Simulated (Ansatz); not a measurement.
# HfF (quartet): the correlation ladder, def2-QZVPP

How much of the correlation energy of HfF (quartet) does each wave-function method recover here?

The runs use Ansatz 0.2.0, Gaussian basis; def2-QZVPP, core rule «outside noble gas», up to 5 orbitals frozen.

Plan: UHF; ROHF; CCSD(T) on UHF.

2 further runs of the same task are left out: 2 set aside as unsound or not needed.

## (1) The system

The geometry is a PBE0/def2-TZVP stationary point (not a proven minimum) of the parent state, kept for this charge and spin. No spin-orbit coupling is included. Elements past krypton take def2 core potentials.

2 atoms, charge 0, spin multiplicity 4.

Atoms are counted from 1 here; the program's logs count them from 0.

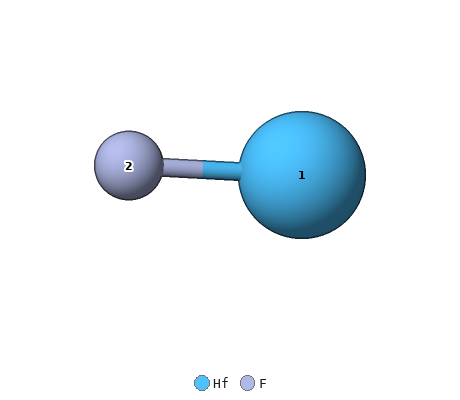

The structure; hafnium blue, fluorine light blue; atoms are numbered from 1 in the order of the file.

Geometry (Å):

```xyz
2
charge 0, multiplicity 4
Hf    0.00000    0.00000    0.00000
F     0.00000    0.00000    1.86059
```

In the tables R marks a restricted open-shell determinant and U an unrestricted one; energies count from the table's Hartree-Fock row.

## (2) UHF

The input, in.yaml:

```yaml
crystal:
  periodic: [false, false, false]
  atoms:
    - {symbol: Hf, position_ang: [0.000000, 0.000000, 0.000000]}
    - {symbol: F, position_ang: [0.000000, 0.000000, 1.860593]}
basis:
  gaussian: {orbitals: "def2-QZVPP.json"}
magnetization: {spin_polarized: true, initial_magnetization: 3}
hamiltonian: {xc: hf}
output: {orbitals: {seedname: orbitals}}
```

Run with:

```sh
$ ansatz run in.yaml --threads 1 --pin off --events-out ev --progress --plain --max-ram 4096MiB --backend cpu
```

What it wrote:

```text
Functional definition: HF
  name "HF"
  cite "Fock, Z. Phys. 61, 126 (1930) doi:10.1007/BF01340294"
  parent pbe
  exchange = exact_x
  correlation = 0
840 factors; their error is unknown
mean field evaluation 1: about -3996.0761 eV, gradient 2.1e1 eV
mean field evaluation 2: about -3997.5035 eV, gradient 1.6e1 eV
mean field evaluation 4: about -3998.3736 eV, gradient 1.5e0 eV
mean field evaluation 8: about -3998.4100 eV, gradient 6.5e-2 eV
mean field evaluation 16: about -3998.5344 eV, gradient 6.2e-1 eV
mean field evaluation 32: about -3998.7454 eV, gradient 2.9e-6 eV
mean field evaluation 64: about -3998.6876 eV, gradient 1.3e-1 eV
mean field evaluation 96: about -3998.3854 eV, gradient 1.3e0 eV
mean field evaluation 128: about -3996.7866 eV, gradient 1.2e1 eV
mean field evaluation 160: about -3998.0555 eV, gradient 4.4e0 eV
mean field evaluation 192: about -3998.6083 eV, gradient 9.9e-2 eV
mean field evaluation 224: about -3998.6307 eV, gradient 3.0e-1 eV
mean field evaluation 256: about -3998.3268 eV, gradient 3.3e0 eV
mean field evaluation 288: about -3998.6707 eV, gradient 4.8e-1 eV
mean field evaluation 320: about -3986.7743 eV, gradient 1.0e1 eV
mean field -3998.74541528 eV, -146.9511835645 hartree, gradient 2.8e-6 eV, S^2 3.755157; 7 other end points of the search recorded, 0 dependent functions left out
reference -3998.74541528 eV, -146.9511835645 hartree; 12, 9 occupied and 126, 129 virtual orbitals, 840 factors
Total energy: -3998.74541528 eV, -146.9511835645 hartree
```

It took 15 s on 1 thread of AMD EPYC 7R13, shared host; peak memory 0.31 GiB.

From the report: ⟨S²⟩ of the determinant 3.755 (pure quartet: 3.75).

## (3) ROHF

Edit in.yaml of step 2 so:

```diff
@@ -7,3 +7,3 @@
   gaussian: {orbitals: "def2-QZVPP.json"}
-magnetization: {spin_polarized: true, initial_magnetization: 3}
+magnetization: {spin_polarized: false, initial_magnetization: 3}
 hamiltonian: {xc: hf}
```

Launched as before.

What it wrote, cut to the lines that bear on the results:

```text
Functional definition: HF
  name "HF"
  cite "Fock, Z. Phys. 61, 126 (1930) doi:10.1007/BF01340294"
  parent pbe
[...]
840 factors; their error is unknown
[...]
mean field -3998.64631019 eV, -146.9475415198 hartree, gradient 6.1e-6 eV, S^2 3.750000; 9 other end points of the search recorded, 0 dependent functions left out
reference -3998.64631019 eV, -146.9475415198 hartree; 12, 9 occupied and 126, 129 virtual orbitals, 840 factors
Total energy: -3998.64631019 eV, -146.9475415198 hartree
```

Run time: 15 s. Hardware: 1 thread of AMD EPYC 7R13, shared host; peak memory 0.31 GiB.

## (4) CCSD(T) on UHF

The input, in.yaml:

```yaml
crystal:
  periodic: [false, false, false]
  atoms:
    - {symbol: Hf, position_ang: [0.000000, 0.000000, 0.000000]}
    - {symbol: F, position_ang: [0.000000, 0.000000, 1.860593]}
basis:
  gaussian: {orbitals: "def2-QZVPP.json"}
magnetization: {spin_polarized: true, initial_magnetization: 3}
correlation: {method: ccsd_t, electrons: outside_noble_gas}
```

Run with:

```sh
$ ansatz run in.yaml --threads 2 --pin off --events-out ev --progress --plain --max-ram 24576MiB --backend cuda --devices 0, --max-vram 18GiB
```

What it wrote, cut to the lines that bear on the results:

```text
Functional definition: HF
  name "HF"
  cite "Fock, Z. Phys. 61, 126 (1930) doi:10.1007/BF01340294"
  parent pbe
[...]
858 factors; integrals over basis functions are off by at most 1.3e-3 eV
[...]
mean field -3998.74547383 eV, -146.9511857160 hartree, gradient 2.8e-6 eV, S^2 3.755157; 35 other end points of the search recorded, 0 dependent functions left out
determinant -3998.74547383 eV, -146.9511857160 hartree, with singles and doubles -4007.69132729 eV, -147.2799397671 hartree
determinant -3998.66053624 eV, -146.9480643173 hartree, with singles and doubles -4007.55687796 eV, -147.2749988454 hartree
determinant -3998.60003613 eV, -146.9458409792 hartree, with singles and doubles -4007.54365654 eV, -147.2745129673 hartree
determinant -3998.46876926 eV, -146.9410170110 hartree, with singles and doubles -4007.64706556 eV, -147.2783131785 hartree
[...]
determinant -3998.66053624 eV, -146.9480643173 hartree, with singles and doubles -4007.52764171 eV, -147.2739244329 hartree
determinant -3998.60003613 eV, -146.9458409792 hartree, with singles and doubles -4007.51894447 eV, -147.2736048154 hartree
determinant -3998.46876926 eV, -146.9410170110 hartree, with singles and doubles -4007.60250799 eV, -147.2766757181 hartree
determinant -3998.29475909 eV, -146.9346222551 hartree, with singles and doubles -4007.14195578 eV, -147.2597507366 hartree
5 core orbitals not correlated: weight in the atoms' cores, before any rotation towards them, 0.568 or more for the frozen orbitals, at most 0.425 for the correlated occupied ones
reference -3998.74547383 eV, -146.9511857160 hartree; 7, 4 occupied and 126, 129 virtual orbitals, 858 factors
second order -8.89563681 eV of doubles, -0.00000000 eV of singles
cycle   1  -8.90660305 eV  change    5.6e-7 eV  update   7.7e-6
perturbative correction -0.31716669 eV, -0.0116556609 hartree
Total energy: -4007.96924357 eV, -147.2901530021 hartree
```

It took 42 s on 1 × H100 (card shared with other runs) with 2 threads of AMD EPYC 7R13, shared host; peak host memory 0.91 GiB.

From the report: ⟨S²⟩ of the determinant 3.755 (pure quartet: 3.75); correlation -9.2238 eV; T1 0.029; largest double amplitude 0.03.

## (5) Misses and costs

No level here is safe as a reference; UCCSD(T) serves as a yardstick only. Rows without a time come out of other runs: HF, MP2 and CCSD of CCSD(T), CCSDT of CCSDT(Q).

Differences are taken before rounding.

```csv
method,energy from the lowest RHF (kcal/mol),from UCCSD(T) (kcal/mol),time
RHF,0.00,+214.99,
UHF,-2.29,+212.71,
UMP2,-207.43,+7.57,
UCCSD,-207.68,+7.31,
UCCSD(T),-214.99,0,42 s
```

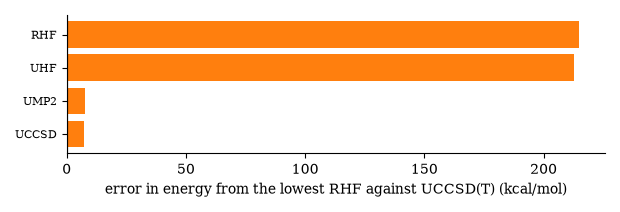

Error of each method against UCCSD(T).

## (6) What came out

```
                     quantity           value
UCCSD(T) below the RHF energy      -9.3229 eV
           UMP2 from UCCSD(T)  +7.57 kcal/mol
```
